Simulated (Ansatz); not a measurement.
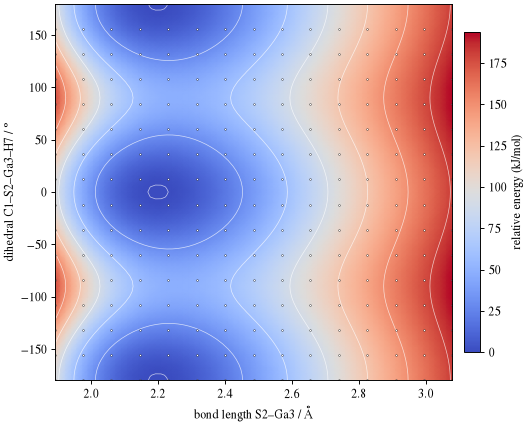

CH₅GaS, SMILES C[S][GaH2]. First axis: bond length S2–Ga3. Second axis: dihedral C1–S2–Ga3–H7. Nothing is relaxed (all other coordinates rigid). Grid: 15 × 15 points. Points are written as (first, second). All energies are given in kJ/mol relative to the lowest grid point. This map comes from RKS B3LYP-D4/def2-TZVP in Ansatz 0.2.0.

Drawn: a smooth colour map with a few white contour lines, dots at the grid points. Between grid points the surface is interpolated.

The lowest grid point is at (2.231 Å, −180°); the map holds 2 wells of about this depth. The highest grid point, (3.079 Å, −84°), lies 194 kJ/mol above the lowest. On the interpolated surface the easiest way out of the lowest well to a well of about the same depth near (2.231 Å, 12°) passes a barrier of about 49 kJ/mol. Round the minimum the two coordinates are nearly uncoupled.

The level of theory is changed to RKS SPW92 (LDA)/def2-TZVP (Ansatz 0.2.0); with it change the reference geometry, relaxed at the new level; the new grid has 15 × 15 points.

What does this change do to the map?

Answer. The minimum (interpolated where it lies between grid points) moves from about (2.200 Å, −180°) to about (2.161 Å, −180°). The easiest pass out of the lowest well goes from about 49 to about 59 kJ/mol on the interpolated surfaces. The curvature at the minimum changes by less than a tenth (about 15) eV/Å² along bond length S2–Ga3 and from about 0.89 to 1 eV/rad² along dihedral C1–S2–Ga3–H7.

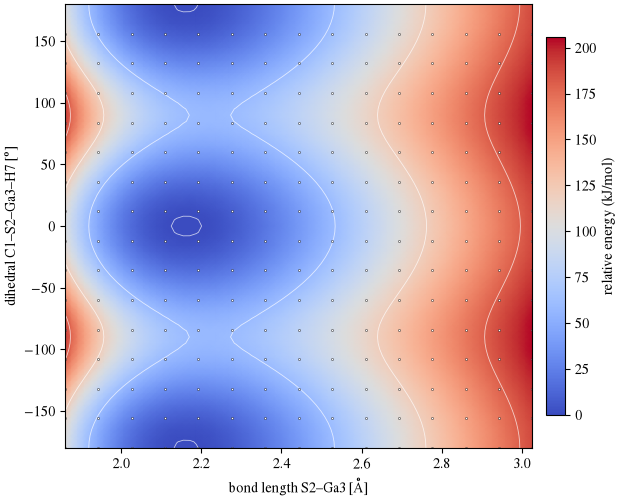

The map after the change, on a colour scale of its own. The picture shows a smooth colour map with a few white contour lines, dots at the grid points. Between grid points the surface is interpolated.
